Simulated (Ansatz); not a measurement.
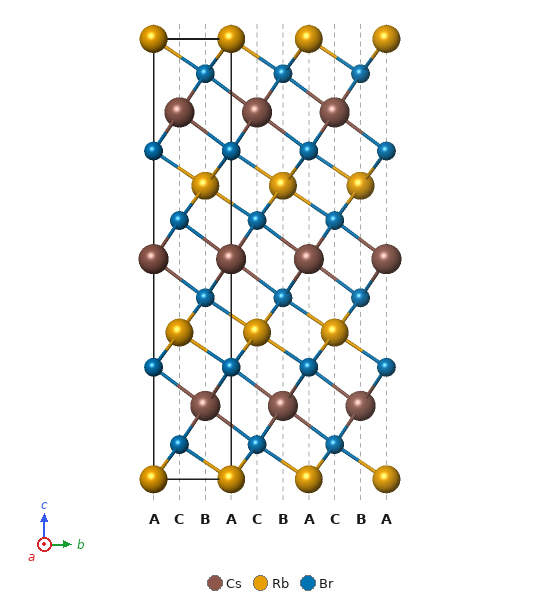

Projection along an edge of the hexagonal mesh, stacking direction c upwards. The dashed lines mark the three columns A (0, 0), B (1/3, 2/3) and C (2/3, 1/3). The sequence starts with the first layer at or above the cell's origin.

System CsRbBr2; source of the atomic positions: the end point of a relaxation with Ansatz 0.2.0, DFT PBE, scalar-relativistic, plane waves, PAW; the starting structure was generated, so it need not be a known form of this composition.

Give the sequence of layers in one repeat, with element and column.

Rb(A) – Br(C) – Cs(B) – Br(A) – Rb(C) – Br(B) – Cs(A) – Br(C) – Rb(B) – Br(A) – Cs(C) – Br(B) (twelve layers in 25.00 Å).

How are the Br layers alone stacked?

Br layers alone: CABCAB, the cubic close-packed type.

Which positions between or in the Br layers do the other atoms fill?

Cs: three octahedral sites; Rb: three octahedral sites (per hexagonal cell).
